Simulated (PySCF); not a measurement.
**CsBe (doublet): density, localisation and related maps**

```xyz
2

Cs    0.0000    0.0000   -0.2413
Be    0.0000    0.0000    3.5587
```

Core potentials replace the inner electrons of Cs.

The calculation used PBE0/def2-SVPD, non-relativistic Hamiltonian with scalar-relativistic core potentials where named, at a bond length of 3.800 Å in PySCF.

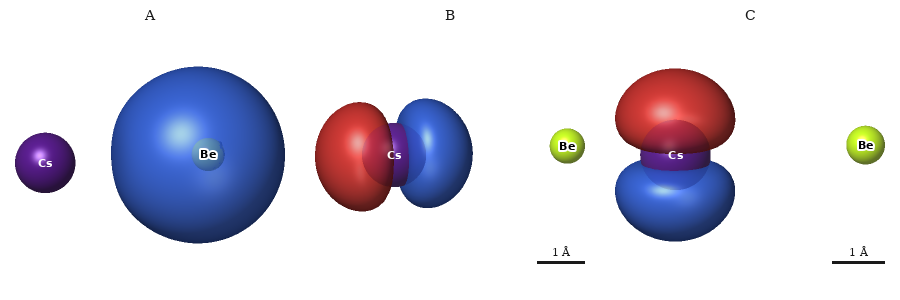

Figure 1. Three frontier β-spin orbitals, each drawn at the value that holds 80 % of its norm (blue and red are the two phases), in no order; of a degenerate pair one member is drawn.

> Name the orbitals and rank them from lowest to highest energy.

Orbital C: π, occupied in this spin, −15.10 eV; almost wholly on Cs.
Orbital B: σ, occupied in this spin, −14.98 eV; almost wholly on Cs.
Orbital A: σ, occupied in this spin, −5.57 eV; mainly on Be (90 %).

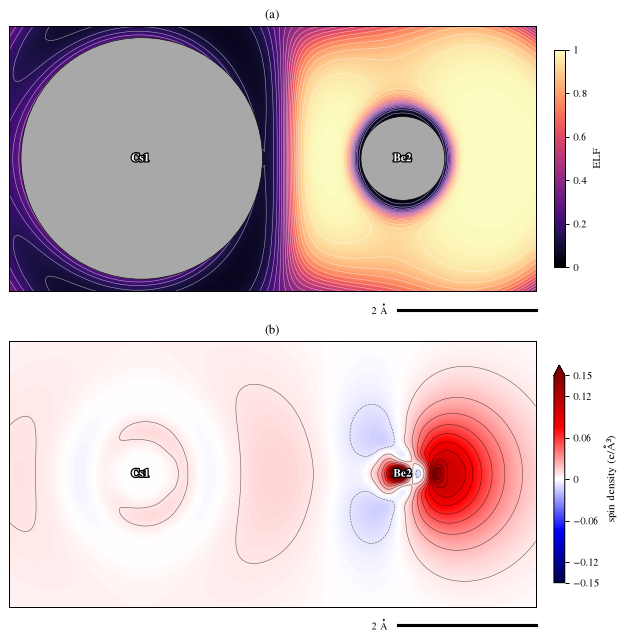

Figure 2. (a) electron localisation function; (b) spin density (α minus β) on a plane that holds the molecular axis. Grey discs cover the atomic cores in the ELF map.

> Describe what can be read from this map.

The plane passes through Cs and Be nuclei.
Cs–Be (3.80 Å): the ELF is about 0.15 at the midpoint.
The unpaired spin (1 electron) lies mostly on Cs1 (about 0.6) and Be2 (about 0.4), in electrons by Hirshfeld's partition.

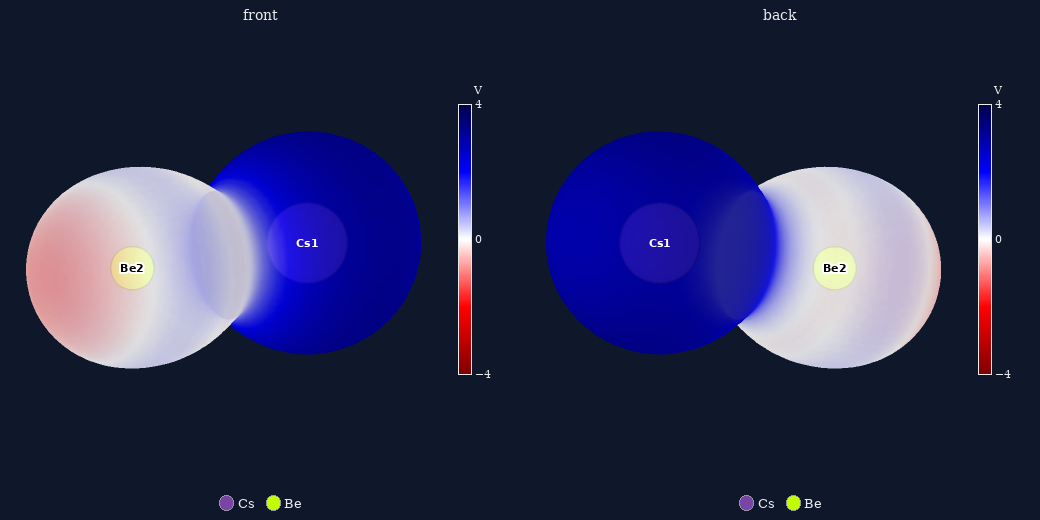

Figure 3. The electrostatic potential painted on the density surface at 0.004 e/bohr³, seen from the front and from behind; red is negative and blue positive.

> Where is the surface potential most negative and most positive?

The most negative region (about −0.8 V, or −18 kcal/mol for a unit charge) lies over Be2, the most positive (about +3.2 V, or +74 kcal/mol for a unit charge) over Cs1.
